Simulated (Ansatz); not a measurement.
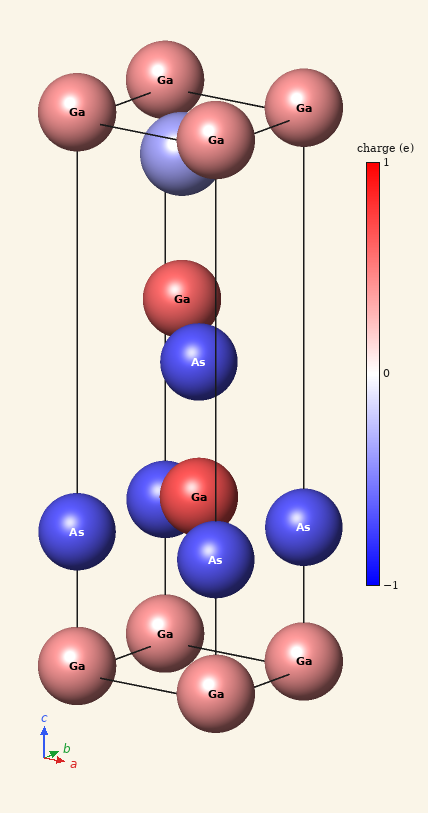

Spheres-only drawing of the structure, looking slightly off an axis. The simulation cell is drawn as a box. The atoms of this Ga3SbAs2 cell are coloured by their Bader charge.

Method used: DFT PBE, scalar-relativistic, plane waves, PAW in Ansatz. It ran with E_cut = 420 eV, a 12×12×4 sampling of the Brillouin zone, Gaussian smearing of 0.1 eV, no spin polarisation.

### Which atoms are positive and which negative?

Most positive: Ga; most negative: As. Charges: about Ga +0.4 to +0.7 e; Sb -0.3 e; As -0.7 to -0.6 e.

Starting structure: a structure type filled with these elements by a generator (whether the compound takes this form wasn't checked). Earlier steps of the study, as a rule a relaxation of our own, may have changed the cell and positions, so they can lie some per cent off the listed ones. It was run through Ansatz as a DFT input.
